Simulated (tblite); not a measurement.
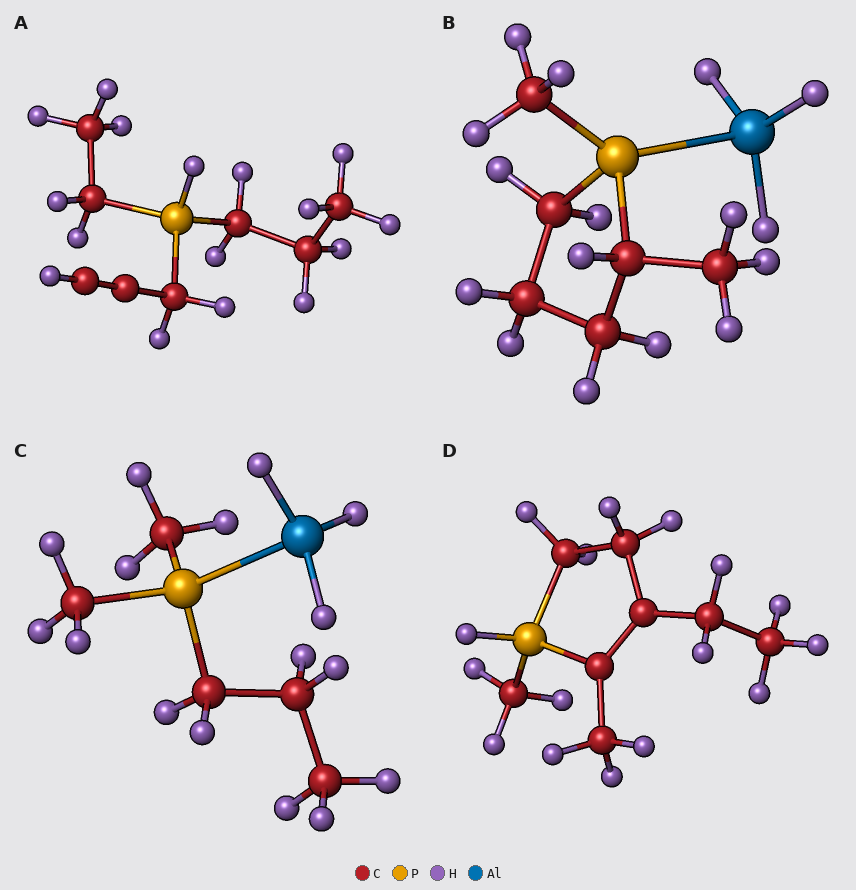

The picture comes from a calculation with tblite.

**Which panel belongs to which SMILES?**
(1) CCC1=C(C)[P@H+](C)CC1
(2) C[C@@H]1CCC[P@+]1(C)[AlH3-]
(3) C#CC[P@H+](CC)CCC
(4) CCC[P+](C)(C)[AlH3-]

A is (3), B is (2), C is (4), D is (1).
